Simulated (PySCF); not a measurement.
C$_{5}$H$_{7}$ (charge +1)

```xyz
12

C    -2.2799    0.2802    1.0248
C    -1.1068   -0.2747    0.6594
C    -0.1015    0.5021   -0.0343
C     1.1043    0.0360   -0.3664
C     2.0956   -0.6746   -0.9666
H    -3.0515   -0.3134    1.5215
H    -2.5044    1.3343    0.8348
H    -0.8921   -1.3258    0.8703
H    -0.3111    1.5611   -0.2316
H     1.9975    0.7630   -0.8439
H     1.9532   -1.1459   -1.9549
H     3.0968   -0.7423   -0.5131
```

Geometry: B3LYP-D3(BJ)/def2-SVP.

Theory: PySCF 2.14.0, PBE0/pcSseg-1, SCF density, gas phase, non-relativistic.

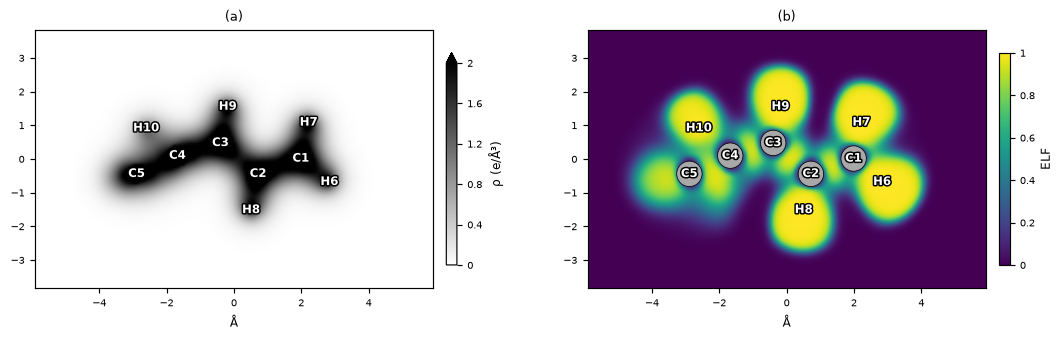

Figure 1. (a) electron density; (b) ELF on the plane of atoms C2, C3 and H9. Grey discs cover the atomic cores in the ELF map.

Describe what can be read from this map.

Atoms in the plane: C and H.
C–C (1.33 Å): ρ is about 2.2 e/Å³ halfway; the ELF peaks at about 0.90 between the atoms (a short, multiple covalent bond).
C–H (1.09 Å): ρ is about 2 e/Å³ halfway; the ELF climbs to about 1 towards the hydrogen, as it does in any bond to H: a covalent bond by its length.
C–C (1.45 Å): ρ is about 1.9 e/Å³ halfway; the ELF peaks at about 0.95 between the atoms; localised, covalent bonding.

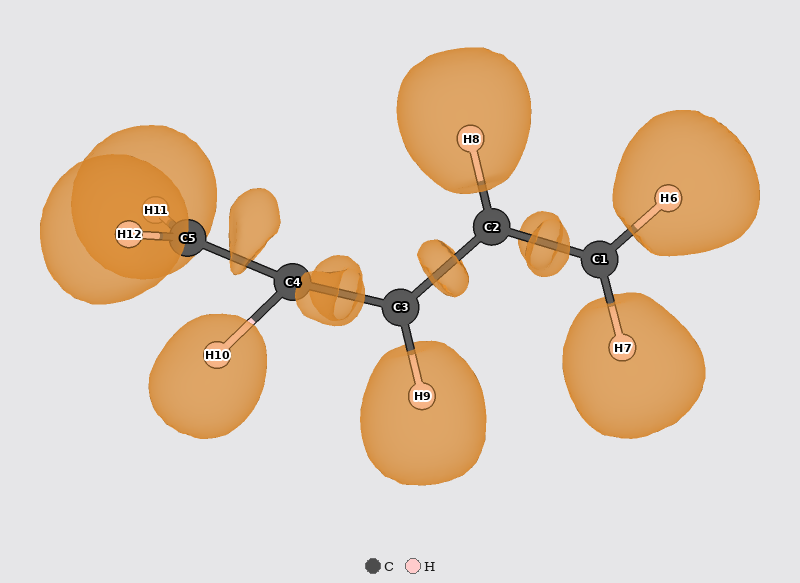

Figure 2. Isosurface of the electron localisation function at 0.85 (orange), seen across its widest extent. Only the valence region is drawn (cores and ρ < 0.01 e/Å³ removed).

Where are the electrons localised?

At this value the surface marks out four regions between bonded C–C atoms (shared pairs) and seven regions around hydrogen nuclei.
